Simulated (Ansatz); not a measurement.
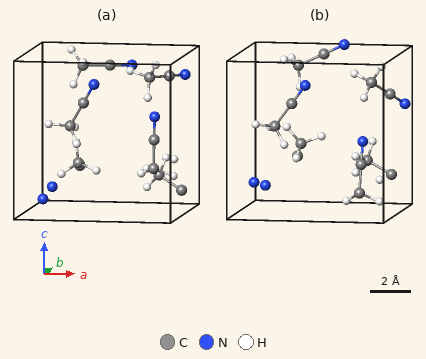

The structure of an amorphous cell of composition H$_{3}$C$_{2}$N before (left) and after (right) a relaxation, at one scale.

Style: ball-and-stick. Shown: the cell of the calculation, slightly off an axis.

The cell holds 6 CH3CN. The run prepares the start of a later molecular dynamics calculation, from a guessed geometry.

Level of theory: Ansatz 0.2.0, DFT PBE-D3(BJ), scalar-relativistic, plane waves, PAW.

Input
```yaml
crystal:
  lattice:
    - [8.051748, 0.0, 0.0]
    - [0.0, 8.051748, 0.0]
    - [0.0, 0.0, 8.051748]
  atoms:
    - { symbol: C, position: [0.2999776, 0.3283606, 0.5594408] }
    - { symbol: C, position: [0.3913247, 0.288529, 0.7110485] }
    - { symbol: "N", position: [0.4650082, 0.2563994, 0.8333401] }
    - { symbol: H, position: [0.3056526, 0.4616325, 0.5352362] }
    - { symbol: H, position: [0.3537695, 0.2624194, 0.4539057] }
    - { symbol: H, position: [0.1700797, 0.2917414, 0.5722867] }
    - { symbol: C, position: [0.2714995, 0.7664865, 0.2719697] }
    - { symbol: C, position: [0.2489274, 0.9423968, 0.2337361] }
    - { symbol: "N", position: [0.23072, 1.0842917, 0.2028957] }
    - { symbol: H, position: [0.2611154, 0.7461068, 0.4055971] }
    - { symbol: H, position: [0.1769069, 0.6925675, 0.2089802] }
    - { symbol: H, position: [0.39388, 0.7251534, 0.2308108] }
    - { symbol: C, position: [0.8715312, 0.110568, 0.3288786] }
    - { symbol: C, position: [0.8760524, 0.1075461, 0.510224] }
    - { symbol: "N", position: [0.8796994, 0.1051086, 0.6565031] }
    - { symbol: H, position: [0.7771929, 0.1980005, 0.2860382] }
    - { symbol: H, position: [0.9920241, 0.1487547, 0.2798615] }
    - { symbol: H, position: [0.8418905, -0.0127213, 0.2809138] }
    - { symbol: C, position: [0.8318119, 0.5160587, 0.2379304] }
    - { symbol: C, position: [0.9840884, 0.4702501, 0.1505853] }
    - { symbol: "N", position: [1.1069196, 0.4332994, 0.0801299] }
    - { symbol: H, position: [0.8598954, 0.6028337, 0.3382342] }
    - { symbol: H, position: [0.7448188, 0.5749488, 0.1522354] }
    - { symbol: H, position: [0.7733122, 0.4057134, 0.2906669] }
    - { symbol: C, position: [0.3085023, 0.7234269, 0.8945073] }
    - { symbol: C, position: [0.4647839, 0.8153191, 0.887605] }
    - { symbol: "N", position: [0.5908457, 0.8894423, 0.8820374] }
    - { symbol: H, position: [0.3315296, 0.5949586, 0.9311827] }
    - { symbol: H, position: [0.2248855, 0.7803538, 0.984768] }
    - { symbol: H, position: [0.2485946, 0.724117, 0.772893] }
    - { symbol: C, position: [0.7907252, 0.4147123, 0.865614] }
    - { symbol: C, position: [0.888013, 0.5677252, 0.8594606] }
    - { symbol: "N", position: [0.9664885, 0.6911505, 0.8544971] }
    - { symbol: H, position: [0.7898491, 0.355086, 0.7438627] }
    - { symbol: H, position: [0.8443353, 0.3289705, 0.9559122] }
    - { symbol: H, position: [0.6629797, 0.4421033, 0.9018117] }
basis:
  ecutwfc: 420.0
kpoints:
  mp_grid: { grid: [1, 1, 1] }
hamiltonian:
  xc: pbe
  dispersion: d3bj
scf:
  occupations: { method: fermi_dirac, width: 0.02 }
  lower_state_search: "off"
relax:
  f_tol: 0.3
  max_steps: 15
  adjacent_minimum: "off"
```

Command:
```bash
ansatz run input.yaml --threads 1 --pin off --max-ram 3072MiB --backend cpu --events-out ev --progress --plain --runs-dir out
```

**Summarise the run.**

The relaxation stopped without meeting its thresholds, so the last structure isn't shown to be converged. It used up its limit of 15 steps. Over 14 geometry steps the energy falls by 2.159 eV per cell of the calculation. The largest force component goes from 1.9 to 0.43 eV/Å. The largest move is that of H12, 1.84 Å along [1 1 3]. By element the largest moves are H 1.84 Å, N 1.60 Å, C 1.30 Å. The cell doesn't change. Among the contacts that change: C7–H10 1.092 → 1.107 Å, C14–N15 1.178 → 1.165 Å, C13–H16 1.092 → 1.105 Å, C2–N3 1.178 → 1.165 Å. The run took 45 s on 1 thread of Arm Neoverse V2 (shared host), peak memory 0.45 GiB.

Limits of the set-up: the periodic images lie only 8.1 Å apart, so the values are limited by the cell's size.
